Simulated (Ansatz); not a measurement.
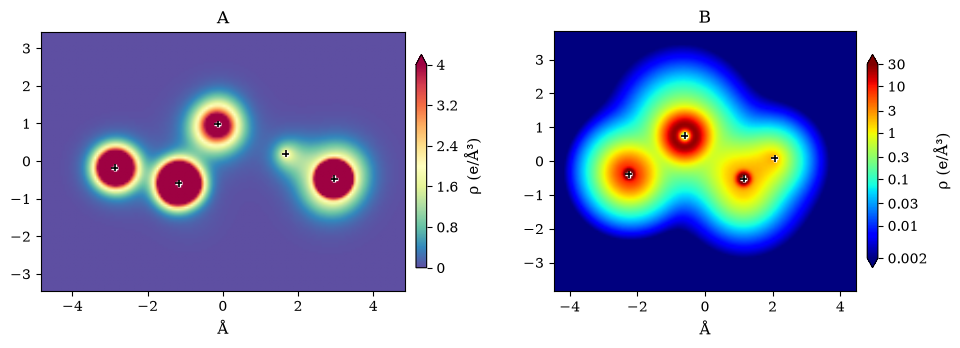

The electron density of 2 systems, each on a plane through atoms (crosses mark nuclei in the plane).

These are results of Ansatz 0.2.0, RKS B3LYP-D4/def2-SVP, not measurements.

System 1: CH6OSn, the plane of atoms O2, Sn1 and C5. Core potentials replace the inner electrons of Sn.

```xyz
9

Sn    0.3563    0.0329   -0.0305
O     0.5140   -0.0197    1.9693
H    -0.3064   -0.2990    2.3975
H     1.9924    0.2071   -0.5197
C    -0.8678    1.7218   -0.6112
H    -1.9032    1.5773   -0.2699
H    -0.4618    2.6383   -0.1597
H    -0.8630    1.8257   -1.7066
H    -0.3259   -1.4603   -0.5735
```

System 2: F3H2NTi···HBr, the plane of atoms N2, Ti1 and F5. 

```xyz
9

Ti    0.2493   -0.0500    0.0804
N    -0.0444   -0.0418    1.9381
H     0.0028   -0.8905    2.5044
H     0.1355    0.7781    2.5199
F     1.9610   -0.1647   -0.2476
F    -0.3287    1.4660   -0.5435
F    -0.5321   -1.4646   -0.5595
Br   -3.4624    0.2549    1.8842
H    -2.0169    0.1255    1.9641
```

Question: Match each panel to its system.

Answer: Panel A is system 2, F3H2NTi···HBr: the plane holds Ti, N, F, Br and H. N2···H9 (1.98 Å): the density falls to about 0.21 e/Å³ on the way. Panel B is system 1, CH6OSn: the plane holds Sn, O, C and H. Sn–O (2.01 Å): ρ is about 0.68 e/Å³ halfway.
